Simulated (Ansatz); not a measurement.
# GaH3S (SMILES [SH][GaH2]) at B3LYP/6-31G(d) (Cartesian functions)

Aim: the vertical ionisation energy of GaH3S at B3LYP/6-31G* (Cartesian functions), from 2 runs. 

The results are computed with Ansatz 0.2.0.

7 further runs of the same task are left out: 7 set aside as unsound or not needed.

## (1) The system as given

The species is GaH3S (5 atoms), meant as a singlet with charge 0. As SMILES, `[SH][GaH2]`. The coordinates come from a PBE0-D4/def2-TZVP relaxation.

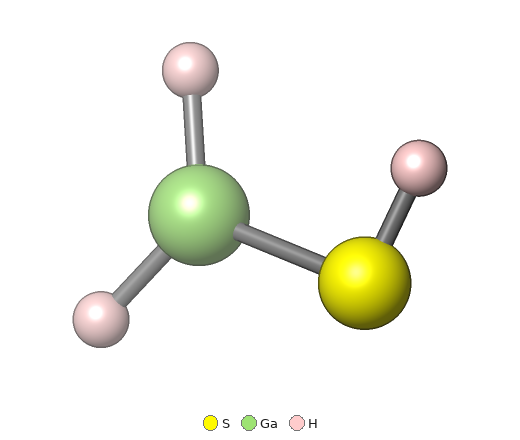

The structure, seen from a chosen angle (sulfur yellow, gallium green, hydrogen pink).

## (2) A single-point energy at B3LYP/6-31G(d) (Cartesian functions)

input.yaml reads:

```yaml
crystal:
  periodic: [false, false, false]
  atoms:
    - {symbol: S, position_ang: [0.039000, -1.453300, 0.684400]}
    - {symbol: Ga, position_ang: [-0.329300, 0.433200, -0.383400]}
    - {symbol: H, position_ang: [1.263800, -1.108400, 1.113300]}
    - {symbol: H, position_ang: [-1.711200, 0.532500, -1.097900]}
    - {symbol: H, position_ang: [0.787500, 1.522400, -0.357800]}
basis:
  gaussian: {orbitals: "6-31G*"}
total_charge: 0
hamiltonian: {xc: {name: B3LYP}}
accuracy: high
output: {orbitals: {seedname: orbitals}}
```

Command:

```bash
$ ansatz run input.yaml --threads 1 --pin off --max-ram 2610MiB --events-out events.jsonl --progress --plain --runs-dir runs
```

Log:

```text
Warning: RAYON_NUM_THREADS=1 ignored (pool sized by the plan → 1); use --threads N
Functional definition: B3LYP
  name "B3LYP"
  parameter a0 = 0.2
  parameter ax = 0.72
  parameter ac = 0.81
  exchange = (1 - a0 - ax)*slater_x + ax*b88_x + a0*exact_x
  correlation = (1 - ac)*vwn_rpa_c + ac*lyp_c
1131 factors; integrals over basis functions are off by at most 4.7e-9 eV
mean field evaluation 1: about -63255.4720 eV, gradient 2.5e1 eV
mean field evaluation 2: about -63254.4922 eV, gradient 3.5e1 eV
mean field evaluation 4: about -63256.6444 eV, gradient 5.3e-1 eV
mean field evaluation 8: about -63256.7076 eV, gradient 5.2e-2 eV
mean field evaluation 16: about -63256.7076 eV, gradient 2.9e-6 eV
mean field -63256.70757052 eV, -2324.6411262801 hartree, gradient 4.0e-8 eV, S^2 0.000000; 0 other end points of the search recorded, 0 dependent functions left out
reference -63256.70760800 eV, -2324.6411276576 hartree; 25, 25 occupied and 35, 35 virtual orbitals, 1131 factors
Total energy: -63256.70760800 eV, -2324.6411276576 hartree
```

Run time: 3.6 s. Hardware: 1 thread of Intel Xeon Platinum 8488C (Sapphire Rapids), shared host; peak memory 0.19 GiB.

## (3) The doublet cation

run.yaml reads:

```yaml
crystal:
  periodic: [false, false, false]
  atoms:
    - {symbol: S, position_ang: [0.039000, -1.453300, 0.684400]}
    - {symbol: Ga, position_ang: [-0.329300, 0.433200, -0.383400]}
    - {symbol: H, position_ang: [1.263800, -1.108400, 1.113300]}
    - {symbol: H, position_ang: [-1.711200, 0.532500, -1.097900]}
    - {symbol: H, position_ang: [0.787500, 1.522400, -0.357800]}
basis:
  gaussian:
    orbitals: "6-31G*"
total_charge: 1
hamiltonian:
  xc: {name: B3LYP}
magnetization:
  spin_polarized: true
  initial_magnetization: 1
output: {orbitals: {seedname: orbitals}}
accuracy: high
```

Command:

```bash
$ ansatz run run.yaml --threads 1 --pin off --max-ram 2610MiB --events-out events.jsonl --progress --plain --runs-dir runs
```

Log, shortened:

```text
Warning: RAYON_NUM_THREADS=1 ignored (pool sized by the plan → 1); use --threads N
[... 7 set-up lines as earlier in the session ...]
1129 factors; integrals over basis functions are off by at most 4.7e-9 eV
mean field evaluation 1: about -63240.1287 eV, gradient 2.8e1 eV
mean field evaluation 2: about -63216.8100 eV, gradient 6.0e1 eV
mean field evaluation 4: about -63246.4126 eV, gradient 5.6e0 eV
mean field evaluation 8: about -63246.6343 eV, gradient 8.4e-1 eV
mean field evaluation 16: about -63246.6406 eV, gradient 1.7e-4 eV
mean field evaluation 32: about -63246.6406 eV, gradient 1.6e-7 eV
mean field -63246.64059925 eV, -2324.2711719098 hartree, gradient 8.3e-8 eV, S^2 0.753099; 5 other end points of the search recorded, 0 dependent functions left out
reference -63246.64063772 eV, -2324.2711733236 hartree; 25, 24 occupied and 35, 36 virtual orbitals, 1129 factors
Total energy: -63246.64063772 eV, -2324.2711733236 hartree
```

Run time: 9 s. Hardware: 1 thread of Intel Xeon Platinum 8488C (Sapphire Rapids), shared host; peak memory 0.26 GiB.

## (4) Summary of results

Level: B3LYP/6-31G* (Cartesian functions).

```
                                          quantity           value
                       singlet GaH3S: total energy  -2324.64113 Eh
                        singlet GaH3S: HOMO energy        -7.40 eV
                        singlet GaH3S: LUMO energy        -1.73 eV
                      singlet GaH3S: HOMO–LUMO gap         5.67 eV
                      doublet cation: total energy  -2324.27117 Eh
doublet cation: HOMO energy (highest over α and β)       -14.10 eV
 doublet cation: LUMO energy (lowest over α and β)       -12.75 eV
                              doublet cation: ⟨S²⟩           0.753
vertical ionisation energy (to the doublet cation)       10.067 eV
```

**Reading.** Removing an electron at fixed nuclei costs 10.07 eV (971 kJ/mol). −ε(HOMO) before ionisation, 7.40 eV, is 2.66 eV below this ionisation energy.
